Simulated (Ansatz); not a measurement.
In doubt: one-shot GW on d or f shells is unsure (in some of the runs), so the values of those runs are not to be relied on.

System: FeAs2 (Lollingite).

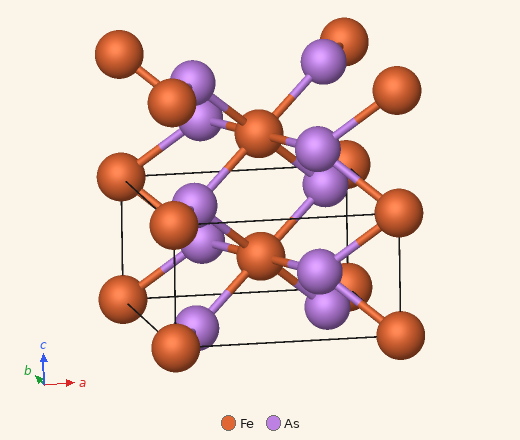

The structure (iron orange, arsenic purple). 1×1×2 cells are drawn. Some periodic images of atoms are drawn too.

```xyz
6
Lattice="5.3012 0.0000 0.0000 0.0000 5.9858 0.0000 0.0000 0.0000 2.8822" Properties=species:S:1:pos:R:3 pbc="T T T"
Fe    0.0000    0.0000    0.0000
Fe    2.6506    2.9929    1.4411
As    0.9346    2.1693    0.0000
As    4.3666    3.8165    0.0000
As    3.5852    0.8236    1.4411
As    1.7160    5.1622    1.4411
```

The cell and positions come from the Crystallography Open Database and are kept as given unless a step says otherwise.

Gaps computed with Ansatz 0.2.0 without a self-energy: r2SCAN 0.53 eV, r2SCAN+SOC 0.52 eV and HSE06 1.34 eV.

Question: What gap should G0W0 on r2SCAN give (4×4×6 mesh, 921 empty bands, screening to 270 eV, hard PAW files)?

About 0.57 eV: on its mesh the run moves the gap from 0.60 eV by −0.03 eV. A band edge moves to another state on the way. Among the scalar-relativistic levels given, r2SCAN is nearest (−0.04 eV). Bands and cutoff are finite, so the gap is not at the basis limit. The miss can reach some tenths of an eV and take either sign; the mesh is an error of its own. The 4×4×6 mesh is coarse for this cell (its supercell is 17 Å along the shortest edge). The RPA ε∞ on it, from the r2SCAN start, is 20.26, 20.90 and 24.04; such meshes misread the long-range screening, most where the gap is narrow. The runs have no spin polarisation. For a closed low-spin shell that is the natural state; where a d or f shell is open it is a constraint, and the gap is then not the crystal's own. With d states at the gap, one-shot GW leans hard on its start. The many-body steps are scalar-relativistic: spin-orbit coupling is not in them.

[Paths, hosts, dates, memory and timing lines, banners, echoed tables and standing remarks are left out of the program output.]

[Logs are printed without paths, hosts, clocks, repeated set-up lines and the standing remarks that a program may print on its own settings, such as how far it seeks lower states.]

[Runs of the session that timed out or met a known fault of the program may be left out.]

[Cells called generated may have been cut or substituted from an entry of the Crystallography Open Database or the Materials Project.]

[Hosts, paths, dates, database ids (printed as entryN), source tags and the programs' standing remarks are cut or masked in the printed files.]
